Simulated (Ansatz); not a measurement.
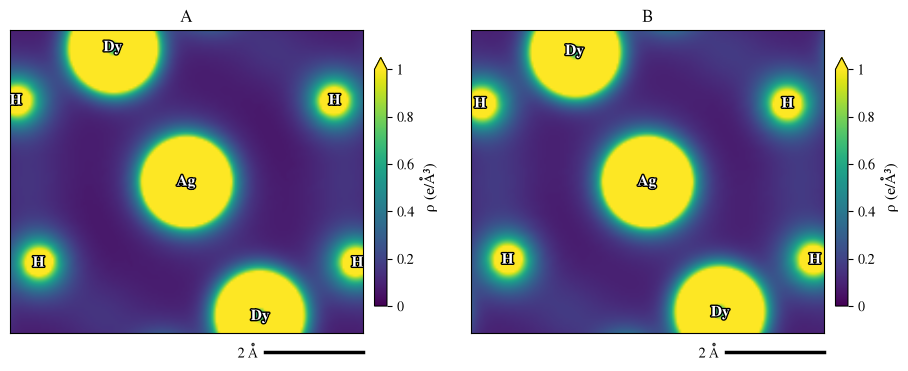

DyAgH2. The valence electron density of two cells that differ in size and shape, on the (001) plane of each (indices in the axes of the calculation cell), at one length scale and on one colour scale; one has 12.7 and the other 13.8 Å³ an atom.

Space group I4₁/amd; a generated structure, not necessarily the stable one; computed without spin polarisation; no Hubbard U on the f states and no spin–orbit coupling.

Method: Ansatz 0.2.0, DFT PBE, scalar-relativistic, plane waves, PAW; 4f electrons in the core of a trivalent norm-conserving potential.

In a pseudopotential calculation such maps are meaningful between the atoms, not at the nuclei.

The larger cell:

```
Dy Ag H
1.0
    -2.20582    2.20582    5.69122
     2.20582   -2.20582    5.69122
     2.20582    2.20582   -5.69122
Dy Ag H
2 2 4
Cartesian
  0.0000 0.0000 0.0000
  0.0000 2.2058 2.8456
  0.0000 0.0000 5.6912
  2.2058 0.0000 2.8456
  0.0000 0.0000 2.2562
  0.0000 0.0000 9.1262
  0.0000 2.2058 0.5894
  0.0000 2.2058 5.1018
```

The smaller cell: a = 6.255 Å, b = 6.255 Å, c = 6.255 Å, α = 139.72°, β = 139.72°, γ = 58.28°.

Which is the denser cell? Describe the effect of the change.

Answer. Panel B is the smaller cell, by 8 % in volume. From the larger cell to the smaller, Dy–H goes from 2.26 to 2.20 Å, and the density at its midpoint from 0.35 to 0.4 e/Å³; the pressure goes from −3.9 to 2.4 GPa.
